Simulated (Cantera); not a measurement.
Input: 1 mol Si, 0.012 mol N2O, 21 mol H2, held at 13300 Pa.

Equilibrium computed with Cantera from the NASA thermochemical tables; the gas is ideal and each condensed phase is pure. Candidate condensed phases: H2O, Si, SiO2, Si2N2O, Si3N4; 35 gas species. Mutual solubility and eutectic melting of coexisting phases are not modelled. Gases not in the tables: Si2H6 and higher silanes. Kinetics and transport are ignored.

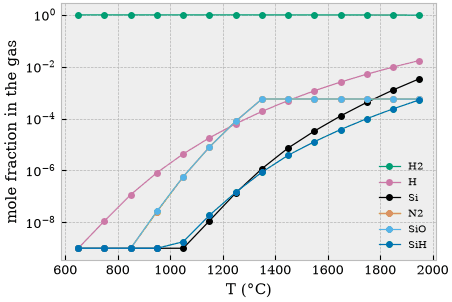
Equilibrium gas composition (values under 1e-9 drawn at 1e-9)

**Question.** Read off the mole fractions at 1850 °C.

**Answer.** H2 about 0.99, H about 0.0098, Si about 0.0013, SiO about 0.00057, N2 about 0.00056, SiH about 0.00024.
